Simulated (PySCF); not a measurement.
## SiNH$_{8}$O (charge +1): interaction-energy calculation

- system: SiNH$_{8}$O, charge +1, SMILES O[SiH3].[NH4+]
- method: wB97M-D3(BJ)/def2-TZVPD interaction energy, counterpoise and uncorrected, gas phase (PySCF 2.14.0)

The geometry comes from this level: PBE0-D3(BJ)/def2-SVPD.

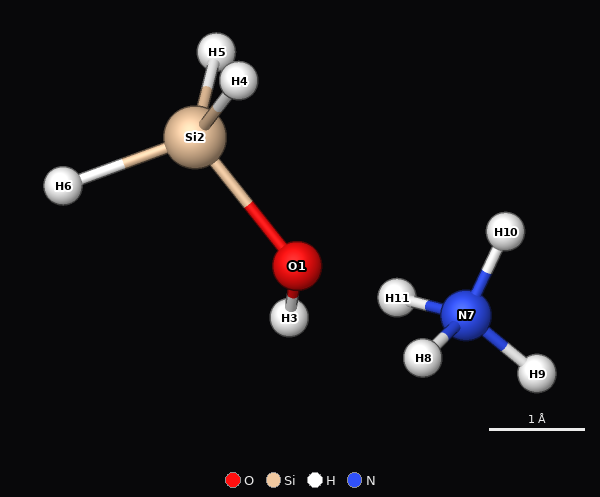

*The input geometry (ball-and-stick view, seen at a tilt; atoms are numbered from 1 in the order of the input).*

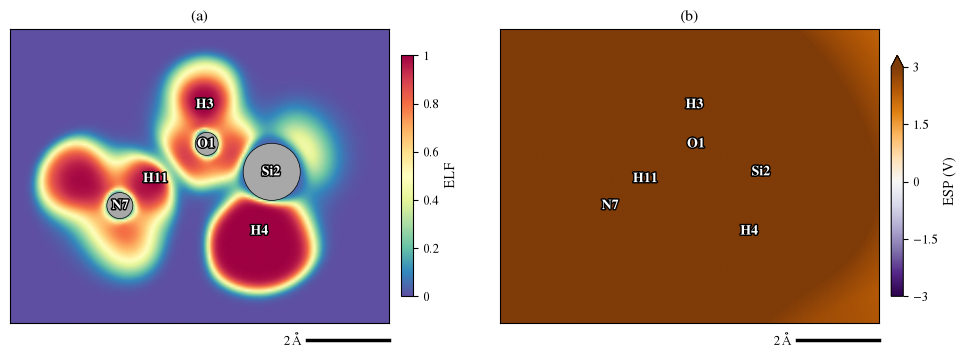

*(a) ELF; (b) electrostatic potential on the plane of atoms Si2, O1 and H3. Grey discs, where drawn, cover atomic cores.*

O1···H11 (1.52 Å): the ELF is only about 0.25 between them; by its geometry a hydrogen bond between the two molecules, with no shared pair. Si–H (1.49 Å): the ELF climbs to about 1 towards the hydrogen. The potential has no marked negative region in this plane.

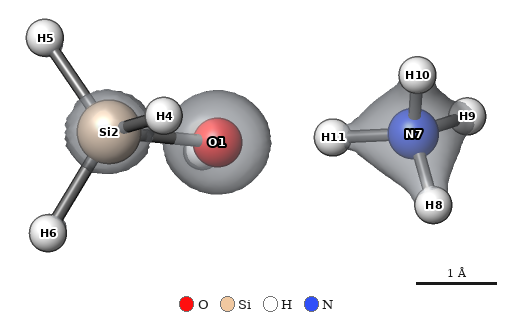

*Isosurface of the total electron density at 1.5 e/Å³ (grey), seen from the side.*

At this value the surface falls into six separate pieces. It is pinched off along the O···H (1.52 Å) and Si–O (1.73 Å) contacts. On the grid the lowest density along these lines, outside the cores, is 0.48 e/Å³ (O···H, 1.52 Å), 0.8 e/Å³ (Si–O, 1.73 Å), 2.4 e/Å³ (O–H, 0.96 Å) and 2.2 e/Å³ (N–H, 1.02 Å).

The input and output of the run follow.

**Input file**
```
{"job": {"kind": "inter", "xc": "wB97M-D3(BJ)", "basis": "def2-TZVPD", "pairs": false}, "charge": 1, "multiplicity": 1, "parts": [{"atoms": "0-5", "charge": 0, "multiplicity": 1}, {"atoms": "6-10", "charge": 1, "multiplicity": 1}]}
O      0.653786     0.580085     0.532264
Si    -0.615629    -0.038803    -0.474706
H      1.512238     0.146790     0.467787
H     -1.725484     0.892203    -0.138804
H     -0.186761     0.072844    -1.889861
H     -0.902474    -1.434493    -0.064326
N      0.255607     2.608341     2.128589
H     -0.248450     2.294224     2.961507
H      1.129670     3.052815     2.419722
H     -0.316465     3.300131     1.637950
H      0.458762     1.763172     1.474275
```

The first line tells a small driver script what to run in PySCF; the rest is the geometry in Å.

Command:
```bash
OMP_NUM_THREADS=1 python <driver script> task.json out
```

**What the program printed**
```
part 1, own basis, geometry of the cluster
coarse grid: 21480 points
cycle   1  E = -367.1576162270  dE = -1.457e-01  |g| = 6.749e-01  |ddm| = 1.631e+00
cycle   2  E = -367.1255406467  dE =  3.208e-02  |g| = 8.367e-01  |ddm| = 7.391e-01
cycle   3  E = -367.2447968942  dE = -1.193e-01  |g| = 3.361e-02  |ddm| = 3.779e-01
cycle   4  E = -367.2450696228  dE = -2.727e-04  |g| = 9.448e-03  |ddm| = 3.831e-02
cycle   5  E = -367.2450924988  dE = -2.288e-05  |g| = 1.575e-03  |ddm| = 1.298e-02
cycle   6  E = -367.2450933859  dE = -8.871e-07  |g| = 3.503e-04  |ddm| = 3.003e-03
final grid: 44624 points
cycle   7  E = -367.2450602853  dE = -6.714e-08  |g| = 1.111e-04  |ddm| = 1.695e-03
cycle   8  E = -367.2450602911  dE = -5.789e-09  |g| = 4.905e-05  |ddm| = 2.839e-04
cycle   9  E = -367.2450602918  dE = -6.769e-10  |g| = 2.181e-05  |ddm| = 6.519e-05
converged SCF energy = -367.2450602918

part 2, own basis, geometry of the cluster
coarse grid: 15008 points
cycle   1  E = -56.9035478602  dE =  2.304e-01  |g| = 2.347e-01  |ddm| = 1.184e+00
cycle   2  E = -56.9173057967  dE = -1.376e-02  |g| = 1.717e-01  |ddm| = 2.247e-01
cycle   3  E = -56.9224117607  dE = -5.106e-03  |g| = 2.451e-02  |ddm| = 8.174e-02
cycle   4  E = -56.9225578197  dE = -1.461e-04  |g| = 2.366e-03  |ddm| = 1.591e-02
cycle   5  E = -56.9225594479  dE = -1.628e-06  |g| = 2.313e-04  |ddm| = 4.299e-03
final grid: 32480 points
cycle   6  E = -56.9225503435  dE = -3.055e-08  |g| = 9.096e-05  |ddm| = 9.596e-04
cycle   7  E = -56.9225503457  dE = -2.190e-09  |g| = 7.112e-05  |ddm| = 2.174e-04
cycle   8  E = -56.9225503466  dE = -8.897e-10  |g| = 9.416e-06  |ddm| = 4.638e-05
converged SCF energy = -56.9225503466

part 1, own basis, relaxed alone
coarse grid: 21480 points
cycle   1  E = -367.1688122840  dE = -1.047e-01  |g| = 6.541e-01  |ddm| = 1.653e+00
cycle   2  E = -367.1468438309  dE =  2.197e-02  |g| = 7.799e-01  |ddm| = 6.946e-01
cycle   3  E = -367.2484995854  dE = -1.017e-01  |g| = 3.328e-02  |ddm| = 3.545e-01
cycle   4  E = -367.2487652480  dE = -2.657e-04  |g| = 9.089e-03  |ddm| = 3.784e-02
cycle   5  E = -367.2487866687  dE = -2.142e-05  |g| = 1.522e-03  |ddm| = 1.272e-02
cycle   6  E = -367.2487875027  dE = -8.340e-07  |g| = 3.487e-04  |ddm| = 2.906e-03
final grid: 44624 points
cycle   7  E = -367.2487583718  dE = -7.599e-08  |g| = 1.253e-04  |ddm| = 1.441e-03
cycle   8  E = -367.2487583785  dE = -6.693e-09  |g| = 5.162e-05  |ddm| = 2.356e-04
cycle   9  E = -367.2487583793  dE = -7.860e-10  |g| = 1.507e-05  |ddm| = 6.072e-05
converged SCF energy = -367.2487583793

part 2, own basis, relaxed alone
coarse grid: 15008 points
cycle   1  E = -56.9068961736  dE =  2.619e-01  |g| = 2.307e-01  |ddm| = 1.192e+00
cycle   2  E = -56.9207709115  dE = -1.387e-02  |g| = 1.625e-01  |ddm| = 2.219e-01
cycle   3  E = -56.9252959477  dE = -4.525e-03  |g| = 2.587e-02  |ddm| = 7.857e-02
cycle   4  E = -56.9254513999  dE = -1.555e-04  |g| = 2.304e-03  |ddm| = 1.493e-02
cycle   5  E = -56.9254529509  dE = -1.551e-06  |g| = 2.204e-04  |ddm| = 4.318e-03
final grid: 32480 points
cycle   6  E = -56.9254431422  dE = -2.630e-08  |g| = 9.360e-05  |ddm| = 1.007e-03
cycle   7  E = -56.9254431441  dE = -1.905e-09  |g| = 7.600e-05  |ddm| = 2.125e-04
cycle   8  E = -56.9254431451  dE = -9.982e-10  |g| = 8.065e-06  |ddm| = 4.524e-05
converged SCF energy = -56.9254431451

cluster
final grid: 77104 points
cycle   1  E = -424.2013032312  dE = -3.481e-02  |g| = 8.327e-02  |ddm| = 6.875e-01
cycle   2  E = -424.2035108918  dE = -2.208e-03  |g| = 5.764e-02  |ddm| = 2.288e-01
cycle   3  E = -424.2040823499  dE = -5.715e-04  |g| = 2.131e-02  |ddm| = 3.866e-02
cycle   4  E = -424.2041919598  dE = -1.096e-04  |g| = 4.296e-03  |ddm| = 2.929e-02
cycle   5  E = -424.2041998107  dE = -7.851e-06  |g| = 7.532e-04  |ddm| = 1.016e-02
cycle   6  E = -424.2041999952  dE = -1.845e-07  |g| = 3.722e-04  |ddm| = 1.163e-03
cycle   7  E = -424.2042000335  dE = -3.827e-08  |g| = 6.169e-05  |ddm| = 4.222e-04
cycle   8  E = -424.2042000361  dE = -2.614e-09  |g| = 1.519e-05  |ddm| = 1.316e-04
cycle   9  E = -424.2042000363  dE = -1.814e-10  |g| = 3.737e-06  |ddm| = 3.771e-05
converged SCF energy = -424.2042000363

part 1 in the basis of the cluster
final grid: 77104 points
cycle   1  E = -367.2451709738  dE = -1.113e-04  |g| = 1.956e-03  |ddm| = 4.370e-01
cycle   2  E = -367.2451728597  dE = -1.886e-06  |g| = 3.509e-04  |ddm| = 5.818e-02
cycle   3  E = -367.2451729227  dE = -6.301e-08  |g| = 2.047e-04  |ddm| = 1.002e-02
cycle   4  E = -367.2451729296  dE = -6.850e-09  |g| = 3.981e-05  |ddm| = 2.885e-04
cycle   5  E = -367.2451729300  dE = -3.836e-10  |g| = 4.972e-06  |ddm| = 1.769e-04
converged SCF energy = -367.2451729300

part 2 in the basis of the cluster
final grid: 77104 points
cycle   1  E = -56.9226098739  dE = -6.473e-05  |g| = 1.019e-03  |ddm| = 2.424e-01
cycle   2  E = -56.9226102090  dE = -3.351e-07  |g| = 1.183e-04  |ddm| = 2.480e-02
cycle   3  E = -56.9226102152  dE = -6.230e-09  |g| = 2.741e-05  |ddm| = 3.236e-03
cycle   4  E = -56.9226102154  dE = -1.364e-10  |g| = 1.394e-05  |ddm| = 1.137e-04
converged SCF energy = -56.9226102154

Interaction energy (kcal/mol)
  counterpoise      -24.374
  uncorrected       -24.486
  dispersion part    -1.522
  deformation         4.143
  binding           -20.231

Decomposition of the uncorrected value (kcal/mol)
  electrostatic     -27.551
  Pauli              28.252
  orbital           -23.664
  dispersion         -1.522

Charge of each part in the cluster: 0.090 0.910
```

**Key numbers**

```json
{"quantity": "outcome", "value": "converged"}
{"quantity": "total energy", "value": "−424.213010 hartree"}
{"quantity": "interaction energy, counterpoise-corrected", "value": "−24.37 kcal/mol"}
{"quantity": "HOMO", "value": "−15.62 eV"}
{"quantity": "LUMO", "value": "−3.91 eV"}
{"quantity": "hardware", "value": "1 CPU thread, shared host"}
{"quantity": "wall time", "value": "39 s"}
{"quantity": "peak memory", "value": "0.64 GiB"}
```
